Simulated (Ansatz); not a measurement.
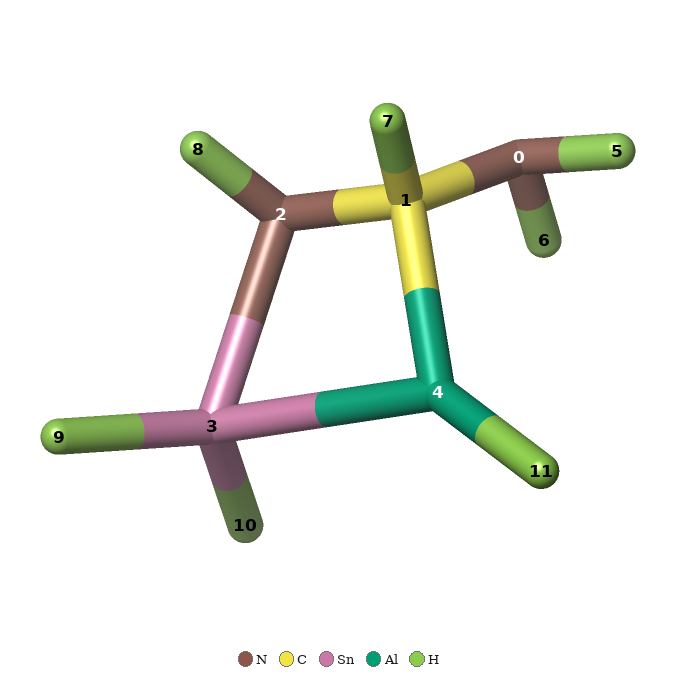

The structure as it stands in the input. Atoms are numbered from 0, in the order of the input.

The calculation was set up as follows.

```yaml
crystal:
  periodic: [false, false, false]
  atoms:
    - {symbol: N, position_ang: [-1.857900, -0.106000, 0.679200]}
    - {symbol: C, position_ang: [-0.459500, -0.001700, 0.816700]}
    - {symbol: N, position_ang: [0.113600, -1.250300, 0.315000]}
    - {symbol: Sn, position_ang: [1.480900, -0.623800, -1.189300]}
    - {symbol: Al, position_ang: [0.358300, 1.499200, -0.298100]}
    - {symbol: H, position_ang: [-2.311900, 0.857400, 1.004700]}
    - {symbol: H, position_ang: [-2.111800, -0.144300, -0.345100]}
    - {symbol: H, position_ang: [-0.164200, 0.182700, 1.882500]}
    - {symbol: H, position_ang: [0.762600, -1.626800, 1.123000]}
    - {symbol: H, position_ang: [3.099800, -0.839600, -0.758400]}
    - {symbol: H, position_ang: [0.824800, -1.102200, -2.751400]}
    - {symbol: H, position_ang: [0.342300, 3.100400, -0.444900]}
basis:
  gaussian: {orbitals: def2-SVP}
hamiltonian: {xc: pbe, dispersion: d4}
relax: {f_tol: 0.03, max_steps: 200}
```

It was started with:

```sh
ansatz run in.yaml --threads 2 --pin off --events-out ev --progress --plain --max-ram 22528MiB --backend cpu
```

Output (its end):

```
mean field -16544.35969117 eV, -607.9940044807 hartree, gradient 3.3e-5 eV, S^2 0.000000; 1 other end points of the search recorded, 0 dependent functions left out
the calculation of the forces begins
reference -16544.35973802 eV, -607.9940062026 hartree; 31, 31 occupied and 90, 90 virtual orbitals, 1392 factors
Total energy: -16544.67259268 eV, -608.0055033993 hartree
Atom 0 at    -1.453263     0.433372     0.241200 Å, force    -0.007876     0.011518     0.009490 eV/Å
Atom 1 at    -0.136432     0.098404     1.107235 Å, force     0.023083    -0.023200    -0.012355 eV/Å
Atom 2 at     0.559786    -1.018945     0.601730 Å, force    -0.011573     0.017409     0.007920 eV/Å
Atom 3 at     1.459444    -0.470170    -1.266227 Å, force    -0.001492     0.005658    -0.003410 eV/Å
Atom 4 at     0.153192     1.580541    -0.189212 Å, force     0.000864    -0.005911    -0.003317 eV/Å
Atom 5 at    -2.203404     0.875860     0.794561 Å, force    -0.004169     0.001625    -0.002185 eV/Å
Atom 6 at    -1.838716    -0.386060    -0.252512 Å, force     0.005028    -0.006683    -0.001050 eV/Å
Atom 7 at    -0.428465     0.052399     2.176419 Å, force    -0.004530     0.003484     0.003836 eV/Å
Atom 8 at     0.126956    -1.938076     0.778518 Å, force    -0.001529    -0.000660    -0.001377 eV/Å
Atom 9 at     3.143891    -0.908884    -1.160960 Å, force    -0.002857    -0.002165     0.000156 eV/Å
Atom 10 at     0.820091    -1.522517    -2.514412 Å, force     0.005579    -0.001783     0.000270 eV/Å
Atom 11 at    -0.126079     3.149077    -0.282439 Å, force    -0.000526     0.000708     0.002022 eV/Å
Dipole moment:    -0.667188    -0.075876     0.128911 e Å
```
